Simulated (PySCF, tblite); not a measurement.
# C₅H₈BO₂ radical: geometry, infrared bands and EPR parameters

What infrared bands and EPR parameters should C₅H₈BO₂ radical (`[CH2]C#CB(OC)OC`) show?

Computed with tblite 0.8.0 and PySCF 2.14.0, with density-fitted response routines of our own, on a single molecule in the gas phase. Atoms are numbered from 0 throughout.

### 1 The molecule as given

16 atoms, charge 0, multiplicity 2; geometry from: force field or distance geometry start.

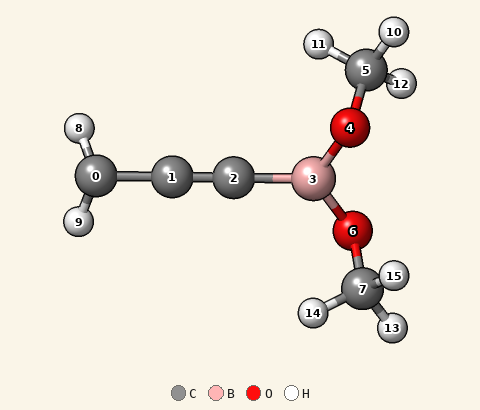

The starting geometry (carbon grey, boron pink, oxygen red, hydrogen white), atoms numbered; sticks join atoms by distance.

### 2 Relaxing the molecule with GFN2-xTB

Job settings and geometry (Å):

```
{"job": {"kind": "relax", "xc": "GFN2-xTB", "basis": "xTB"}, "charge": 0, "multiplicity": 2}
C      3.728500    -0.080300     0.062100
C      2.253600    -0.029600     0.005400
C      1.063800    -0.002000    -0.020900
B     -0.481500     0.054500    -0.082800
O     -1.175100     1.332000    -0.252600
C     -1.457200     1.881800     1.003700
O     -1.258600    -1.193100     0.060300
C     -1.480600    -1.725500    -1.214300
H      4.080200     0.429200     0.983200
H      4.054300    -1.135000     0.076100
H     -1.979700     2.847400     0.859100
H     -0.521800     2.095400     1.576800
H     -2.136900     1.227700     1.608300
H     -2.071600    -2.664700    -1.111800
H     -0.535500    -1.993600    -1.724000
H     -2.089400    -1.035200    -1.839900
```

Launch:

```console
> OMP_NUM_THREADS=1 python probes_run.py task.json out
```

One launch serves the whole session: the jobs run in the order shown.

The log of the run:

```text
step      E/eV     max force
  0    -653.46253    6.492
  1    -653.63947    6.892
  2    -654.13222    2.425
  3    -654.30306    2.545
  4    -654.40571    1.615
  5    -654.49991    0.486
  6    -654.52242    0.532
  7    -654.57457    0.458
  8    -654.58390    0.369
  9    -654.60661    0.392
 10    -654.62719    0.472
 11    -654.64545    0.326
 12    -654.65711    0.380
 13    -654.66918    0.397
 14    -654.68635    0.387
 15    -654.71040    0.420
 16    -654.73578    0.417
 17    -654.76134    0.443
 18    -654.78567    0.384
 19    -654.80184    0.370
 20    -654.81713    0.286
 21    -654.83040    0.320
 22    -654.84248    0.355
 23    -654.85542    0.337
 24    -654.87139    0.326
 25    -654.88946    0.410
 26    -654.90485    0.365
 27    -654.92184    0.474
 28    -654.93456    0.400
 29    -654.95282    0.397
 30    -654.96997    0.484
 31    -654.99300    0.447
 32    -655.01213    0.378
 33    -655.02912    0.404
 34    -655.04195    0.511
 35    -655.05773    0.449
 36    -655.08317    0.293
 37    -655.09683    0.280
 38    -655.10637    0.176
 39    -655.11043    0.180
 40    -655.11405    0.178
 41    -655.11737    0.152
 42    -655.12080    0.139
 43    -655.12355    0.135
 44    -655.12646    0.115
 45    -655.13096    0.185
 46    -655.13891    0.250
 47    -655.15147    0.345
 48    -655.16783    0.409
 49    -655.18746    0.382
 50    -655.20972    0.365
 51    -655.23172    0.577
 52    -655.24725    0.523
 53    -655.26530    0.628
 54    -655.28453    0.563
 55    -655.30489    0.474
 56    -655.34036    0.377
 57    -655.36403    0.435
 58    -655.39924    0.475
 59    -655.42080    0.400
 60    -655.43946    0.333
 61    -655.45455    0.327
 62    -655.46322    0.172
 63    -655.46695    0.171
 64    -655.46953    0.139
 65    -655.47331    0.164
 66    -655.48430    0.244
 67    -655.49291    0.243
 68    -655.50292    0.256
 69    -655.51121    0.268
 70    -655.52076    0.236
 71    -655.53134    0.277
 72    -655.54064    0.259
 73    -655.54726    0.292
 74    -655.55464    0.261
 75    -655.56602    0.246
 76    -655.57745    0.273
 77    -655.58753    0.281
 78    -655.59590    0.207
 79    -655.60136    0.256
 80    -655.60653    0.232
 81    -655.61040    0.178
 82    -655.61295    0.171
 83    -655.61472    0.096
 84    -655.61632    0.076
 85    -655.61756    0.097
 86    -655.61908    0.088
 87    -655.62073    0.170
 88    -655.62224    0.082
 89    -655.62381    0.090
 90    -655.62566    0.145
 91    -655.62790    0.199
 92    -655.63079    0.225
 93    -655.63400    0.162
 94    -655.63713    0.130
 95    -655.63971    0.237
 96    -655.64252    0.154
 97    -655.64546    0.193
 98    -655.64850    0.122
 99    -655.64992    0.106
100    -655.65103    0.053
101    -655.65135    0.031
102    -655.65151    0.042
103    -655.65170    0.037
104    -655.65197    0.040
105    -655.65224    0.043
106    -655.65265    0.064
107    -655.65335    0.091
108    -655.65461    0.125
109    -655.65649    0.146
110    -655.65859    0.213
111    -655.66002    0.077
112    -655.66067    0.077
113    -655.66105    0.044
114    -655.66150    0.068
115    -655.66175    0.066
116    -655.66194    0.046
117    -655.66203    0.025
118    -655.66208    0.012
119    -655.66210    0.006
```

It took 1.1 s on 1 thread of Arm Neoverse N1, shared host; peak memory 0.18 GiB.

The steps of the relaxation: (not every step is listed)

| step | energy from step 0 (eV) | largest force (eV/Å) |
| --- | --- | --- |
| 0 | 0.0000 | 6.4921 |
| 1 | -0.1769 | 6.8922 |
| 2 | -0.6697 | 2.4249 |
| 3 | -0.8405 | 2.5454 |
| 4 | -0.9432 | 1.6147 |
| 5 | -1.0374 | 0.4860 |
| 6 | -1.0599 | 0.5320 |
| 7 | -1.1120 | 0.4578 |
| 8 | -1.1214 | 0.3690 |
| 18 | -1.3231 | 0.3838 |
| 28 | -1.4720 | 0.3997 |
| 38 | -1.6438 | 0.1763 |
| 48 | -1.7053 | 0.4087 |
| 58 | -1.9367 | 0.4754 |
| 68 | -2.0404 | 0.2562 |
| 78 | -2.1334 | 0.2075 |
| 88 | -2.1597 | 0.0819 |
| 98 | -2.1860 | 0.1215 |
| 108 | -2.1921 | 0.1249 |
| 114 | -2.1990 | 0.0684 |
| 115 | -2.1992 | 0.0661 |
| 116 | -2.1994 | 0.0464 |
| 117 | -2.1995 | 0.0247 |
| 118 | -2.1995 | 0.0122 |
| 119 | -2.1996 | 0.0065 |

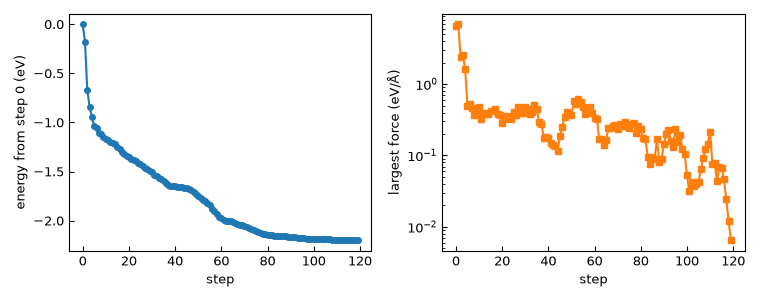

Energy and largest force along the relaxation.

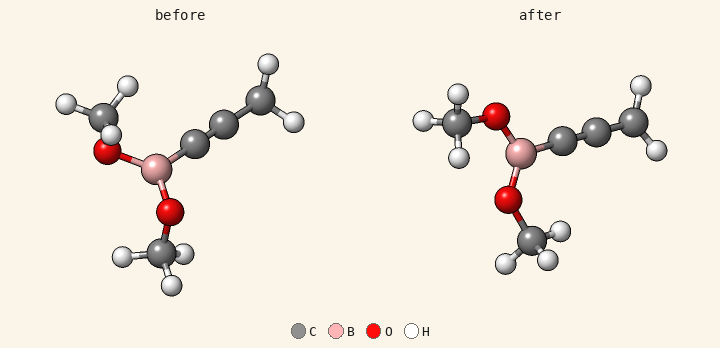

The geometry before (left) and after (right).

Close pairs (by a distance rule), those that changed most:

| bond | before (Å) | after (Å) | change (Å) |
| --- | --- | --- | --- |
| C0–C1 | 1.477 | 1.345 | -0.132 |
| B3–O6 | 1.477 | 1.367 | -0.110 |
| B3–O4 | 1.464 | 1.356 | -0.107 |
| C1–C2 | 1.190 | 1.231 | +0.041 |
| C0–H8 | 1.110 | 1.076 | -0.034 |
| C5–H12 | 1.120 | 1.091 | -0.029 |
| C0–H9 | 1.104 | 1.076 | -0.028 |
| C5–H11 | 1.118 | 1.092 | -0.026 |

The next job starts from the end point, and lists it.

### 3 Infrared spectrum with GFN2-xTB

Job settings and geometry (Å):

```
{"job": {"kind": "ir", "xc": "GFN2-xTB", "basis": "xTB"}, "charge": 0, "multiplicity": 2}
C      3.629890    -0.651735    -0.184427
C      2.336998    -0.304410    -0.051607
C      1.155242     0.018151     0.074234
B     -0.317164     0.379890     0.211469
O     -0.617237     1.498011     0.917581
C     -1.937851     1.939298     1.116939
O     -1.329003    -0.364376    -0.327469
C     -1.133228    -1.544491    -1.057048
H      4.413230    -0.005126     0.169226
H      3.908111    -1.583148    -0.645910
H     -2.181610     2.706003     0.376040
H     -1.996883     2.375073     2.116417
H     -2.651083     1.118222     1.025968
H     -1.603267    -2.374716    -0.522460
H     -0.071060    -1.762703    -1.196913
H     -1.612683    -1.434998    -2.033452
```

The log of the run:

```text
mode    cm-1     km/mol
  1      13.0      0.54
  2      47.0      0.17
  3      69.1      0.69
  4      87.3      3.66
  5     114.9      0.29
  6     152.7      3.70
  7     169.9      5.24
  8     207.9      1.10
  9     261.5      2.79
 10     312.0      2.06
 11     378.9      1.07
 12     407.8      6.19
 13     488.8      5.90
 14     537.0     75.60
 15     631.5      3.60
 16     696.6     30.76
 17     955.2      6.26
 18    1012.9     39.87
 19    1024.7    144.60
 20    1129.5     17.35
 21    1136.0     51.49
 22    1139.7      4.46
 23    1151.3     29.68
 24    1185.6    146.06
 25    1240.3    576.48
 26    1313.5    156.35
 27    1401.8      4.72
 28    1412.0     10.99
 29    1419.0     28.33
 30    1468.0      4.16
 31    1474.8      2.39
 32    1476.8      5.24
 33    1478.4      5.05
 34    2121.8     77.63
 35    2943.9     31.07
 36    2946.1     44.15
 37    2951.5     27.73
 38    2963.2     44.94
 39    2973.6     28.66
 40    2977.1     30.70
 41    3097.8      6.90
 42    3122.7     15.24
```

Wall time 0.69 s (1 thread of Arm Neoverse N1, shared host); peak memory 0.18 GiB.

The strongest bands and the atoms that carry them (share of the mass-weighted mode):

| cm⁻¹ | km/mol | atoms |
| --- | --- | --- |
| 537 | 75.6 | B3 74 %, C2 13 % |
| 1025 | 144.6 | B3 32 %, C7 22 %, O6 15 % |
| 1136 | 51.5 | H14 22 %, C7 17 %, H13 13 %, O6 11 % |
| 1186 | 146.1 | O6 25 %, C7 13 %, O4 12 % |
| 1240 | 576.5 | B3 46 %, O4 24 %, O6 13 % |
| 1314 | 156.3 | H9 24 %, H8 24 %, B3 22 %, C2 13 % |
| 2122 | 77.6 | C1 54 %, C2 44 % |
| 2963 | 44.9 | H15 54 %, H13 29 %, H14 14 % |

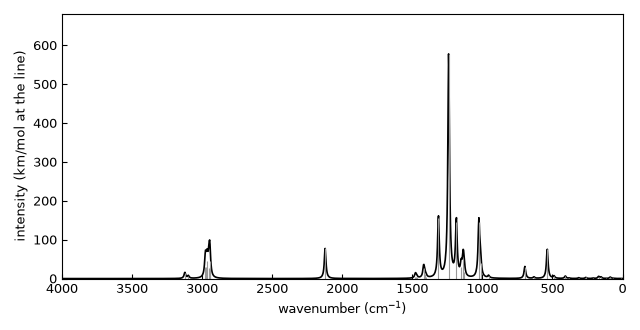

The infrared spectrum from these modes, unscaled. Lines are broadened to a width of 14 cm⁻¹ (Lorentzian).

### 4 g tensor and hyperfine couplings: B3LYP/pcH-1

The job, as its differences from that of step 3:

```diff
@@ -1,2 +1,2 @@
-{"job": {"kind": "ir", "xc": "GFN2-xTB", "basis": "xTB"}, "charge": 0, "multiplicity": 2}
+{"job": {"kind": "epr", "basis": "pcH-1"}, "charge": 0, "multiplicity": 2}
 C      3.629890    -0.651735    -0.184427
```

Method: UKS B3LYP, pcH-1 on B C H O, non-relativistic, mean-field spin-orbit, GIAO.

The log of the run:

```text
UKS, coarse grid
  cycle   1  E = -370.53216231  |g| = 6.20e-01
  cycle   2  E = -370.31139091  |g| = 9.89e-01
  cycle   3  E = -370.66761568  |g| = 1.17e-01
  cycle   4  E = -370.67164494  |g| = 7.85e-02
  cycle   5  E = -370.67444068  |g| = 2.93e-02
  cycle   6  E = -370.67490614  |g| = 6.19e-03
  cycle   7  E = -370.67494071  |g| = 4.49e-03
  cycle   8  E = -370.67495510  |g| = 2.09e-03
  cycle   9  E = -370.67495954  |g| = 9.14e-04
UKS, final grid
  cycle   1  E = -370.67491785  |g| = 1.32e-03
  cycle   2  E = -370.67491681  |g| = 2.22e-03
  cycle   3  E = -370.67491873  |g| = 2.28e-04
  cycle   4  E = -370.67491877  |g| = 1.25e-04
  cycle   5  E = -370.67491881  |g| = 1.06e-04
  cycle   6  E = -370.67491881  |g| = 3.22e-05
  cycle   7  E = -370.67491881  |g| = 5.17e-06
E = -370.67491881 Eh   <S^2> = 0.7697 (exact 0.7500)
g shifts (ppm)      1          2          3
  rmc          -146       -146       -146
  gc             -1         30         37
  oz_so          15        893       1287
  total        -132        777       1178
hyperfine (MHz)  atom isotope    a_iso     a_fc   dipolar eigenvalues
    0   13C      59.36      59.36    -56.87    -55.83    112.70
    1   13C     -60.48     -60.48    -22.11     -1.11     23.22
    2   13C      35.65      35.65    -44.45    -33.09     77.54
    3   11B     -19.61     -19.61     -2.72      1.25      1.47
    4   17O      -3.46      -3.46     -9.74      4.36      5.39
    5   13C      -1.27      -1.27     -0.31     -0.19      0.50
    6   17O      -2.51      -2.51     -7.06      3.22      3.84
    7   13C      -0.30      -0.30     -0.42     -0.25      0.67
    8    1H     -50.12     -50.12    -26.28     -0.93     27.21
    9    1H     -50.02     -50.02    -26.30     -0.93     27.22
   10    1H       6.20       6.20     -0.77     -0.66      1.43
   11    1H       1.84       1.84     -0.74     -0.71      1.45
   12    1H       0.89       0.89     -0.90     -0.69      1.58
   13    1H       0.67       0.67     -1.04     -0.76      1.80
   14    1H      -0.05      -0.05     -2.32     -1.85      4.16
   15    1H       0.80       0.80     -1.00     -0.73      1.74
```

It took 1.9 min on 1 thread of Arm Neoverse N1, shared host; peak memory 1.1 GiB.

Principal g values 2.00219, 2.00310, 2.00350; g(iso) = 2.00293, against 2.00232 for a free electron.

Hyperfine couplings; where a row names several nuclei, a(iso) is their mean (it holds for fast rotation or exchange) and the dipolar term the largest among them:

| nuclei | isotope | a(iso) (MHz) | a(iso) (G, at g = 2.0023) | largest dipolar term (MHz) |
| --- | --- | --- | --- | --- |
| C1 | 13C | -60.5 | -21.6 | 23.2 |
| C0 | 13C | 59.4 | 21.2 | 112.7 |
| H8, H9 | 1H | -50.1 | -17.9 | 27.2 |
| C2 | 13C | 35.7 | 12.7 | 77.5 |
| B3 | 11B | -19.6 | -7.0 | -2.7 |
| O4, O6 | 17O | -3.0 | -1.1 | -9.7 |
| H10, H11, H12, H13, H14, H15 | 1H | 1.7 | 0.6 | 4.2 |
| C5, C7 | 13C | -0.8 | -0.3 | 0.7 |

Mulliken spin populations:

C0 0.74; C1 -0.28; C2 0.55; B3 0.00; O4 0.03; C5 0.00; O6 0.02; C7 0.00; H8 -0.03; H9 -0.03; H10 0.00; H11 0.00; H12 0.00; H13 0.00; H14 0.00; H15 0.00

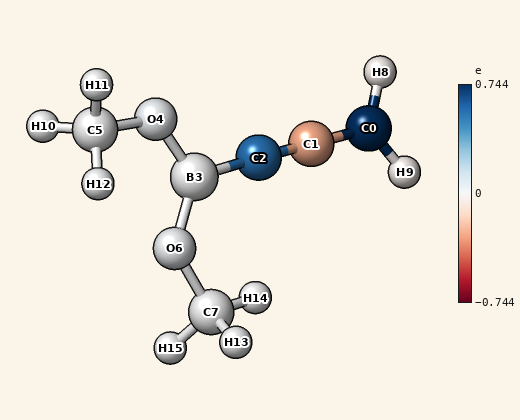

Mulliken spin populations, as colours on the atoms.

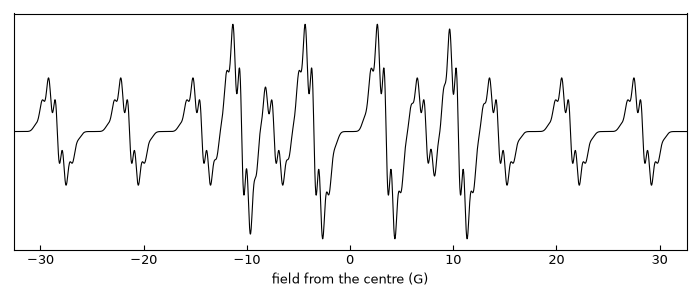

First-order isotropic spectrum (first derivative, main isotopes with spin only, couplings over 0.8 MHz, Gaussian width 0.3 G; couplings of the frozen geometry, rotation of groups not averaged beyond the rows shown).

The fields below are evaluated on a grid from the run's orbitals.

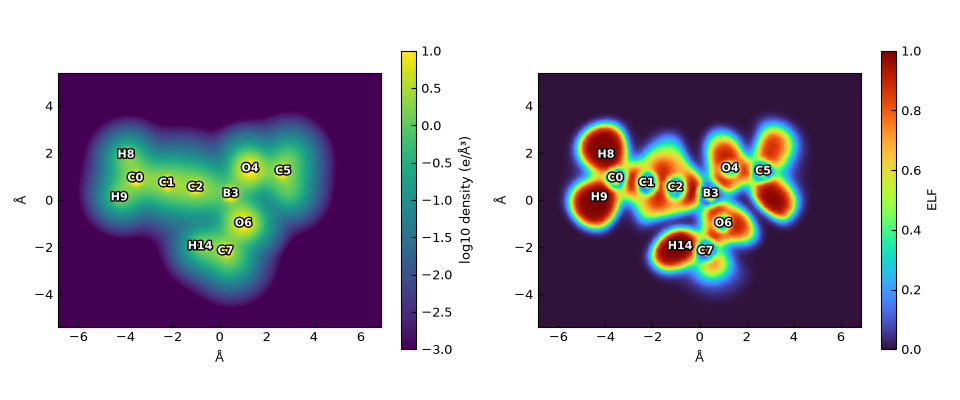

Density (left) and ELF (right) in a plane through or near 11 of the atoms.

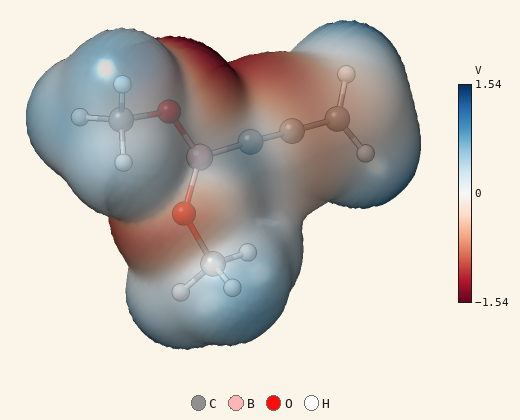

The potential that a unit positive charge feels on the 0.002 e/bohr³ surface, from -1.54 V near O4 to 0.98 V near H9.

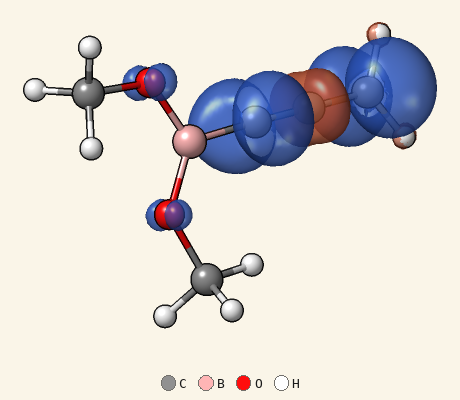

Spin density at ±0.03 e/Å³ (alpha excess blue, beta excess red).

### 5 Results

| quantity | value |
| --- | --- |
| strongest single infrared mode (GFN2-xTB) | 1240 cm⁻¹, 576 km/mol |
| zero-point energy (GFN2-xTB) | 74.5 kcal/mol |
| g(iso) (B3LYP) | 2.00293 |
| ⟨S²⟩ | 0.770 (exact 0.75) |
| largest a(iso) (averaged by class) | 13C on C1, -60.5 MHz |
| potential on the surface of density 0.002 e/bohr³, 1st and 99th percentile | -1.54 V and 0.98 V |

In words: Over 119 steps the energy fell by 2.200 eV; of the close pairs, C0–C1 changed most, 1.477 to 1.345 Å. All 42 modes are real, so the xTB geometry is a minimum. The strongest single mode, at 1240 cm⁻¹, is carried by B3, O4, O6. Unscaled tight-binding wavenumbers are off by several per cent, some by more. Its intensities can rank the bands wrongly. The largest spin populations lie on C0 (0.74 e), C2 (0.55 e). The isotropic g lies 0.6 ppt above the free-electron value. The conformer search found further structures of the same energy, which may be mirror or relabelled copies of this one.
